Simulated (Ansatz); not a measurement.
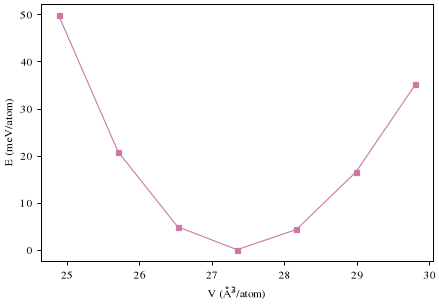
*InAs (zinc blende, space group No. 216) under volume change, LDA (plane waves, PAW; program Ansatz), scaled uniformly.*

Problem. What does a third-order Birch–Murnaghan fit give for V₀, B₀ and B′?

Solution. V₀ = 27.35 Å³/atom, B₀ = 60.0 GPa, B′ = 4.7.

Space group F-43m (zinc blende). The LDA relaxation kept the symmetry of its start.

Potentials: the earlier of the program's two PAW sets. The files were generated under PBE; for other functionals the program regenerates the frozen cores, and for LDA and PBEsol the local potential too.
